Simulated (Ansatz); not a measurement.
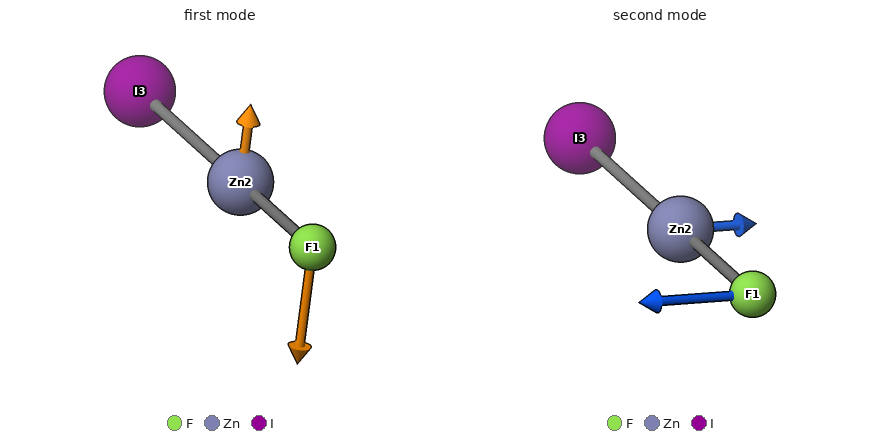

The system is FIZn, SMILES [F][Zn][I]; the picture shows the reference structure; its two panels give the patterns of the first and the second mode as arrows. Coordinates scanned: (1) normal mode 1 (110 cm⁻¹); (2) normal mode 2 (110 cm⁻¹). Nothing is relaxed (straight displacements along the two mass-weighted modes). Grid: 9 × 9 points; 15 points were computed and 66 follow by symmetry. Points are written as (first, second). All energies are given in kJ/mol relative to the relaxed molecule at the same level. These are results of RHF/def2-TZVP (Ansatz), not measurements.

Its coordinates:

```xyz
3

F    -1.5996    0.8797   -0.7766
Zn   -0.1871    0.1029   -0.0908
I     1.7867   -0.9826    0.8674
```

Range: normal mode 1 (110 cm⁻¹) from −2.73 to 2.73 amu½·Å; normal mode 2 (110 cm⁻¹) from −2.73 to 2.73 amu½·Å.

Question: Predict the map.

Answer: The lowest grid point is at (0.00 amu½·Å, 0.00 amu½·Å), 0.0 kJ/mol from the relaxed molecule at the same level. It is the only kind of minimum in the scanned range. The highest grid point, (−2.73 amu½·Å, −2.73 amu½·Å), lies 72.3 kJ/mol above the lowest.

```
normal mode 2 (110 cm⁻¹) ↓, normal mode 1 (110 cm⁻¹) →  −2.73  −2.04  −1.36  −0.68  0.00  0.68  1.36  2.04  2.73
                                                  2.73   72.3   52.5   39.1   31.6  29.1  31.6  39.1  52.5  72.3
                                                  2.04   52.5   34.0   22.1   15.7  13.7  15.7  22.1  34.0  52.5
                                                  1.36   39.1   22.1   11.8    6.6   5.0   6.6  11.8  22.1  39.1
                                                  0.68   31.6   15.7    6.6    2.3   1.1   2.3   6.6  15.7  31.6
                                                  0.00   29.1   13.7    5.0    1.1   0.0   1.1   5.0  13.7  29.1
                                                 −0.68   31.6   15.7    6.6    2.3   1.1   2.3   6.6  15.7  31.6
                                                 −1.36   39.1   22.1   11.8    6.6   5.0   6.6  11.8  22.1  39.1
                                                 −2.04   52.5   34.0   22.1   15.7  13.7  15.7  22.1  34.0  52.5
                                                 −2.73   72.3   52.5   39.1   31.6  29.1  31.6  39.1  52.5  72.3
```

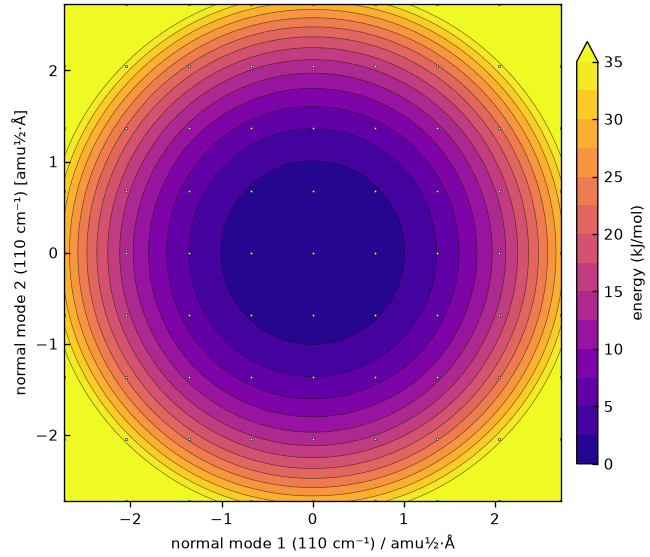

Drawn: filled contours, dots at the grid points, one colour for all values above the top of the scale. Between grid points the surface is interpolated.

The whole map (15 points run) took 3.1 min on 1 thread of Intel(R) Xeon(R) Platinum 8488C (Sapphire Rapids), on a shared host.
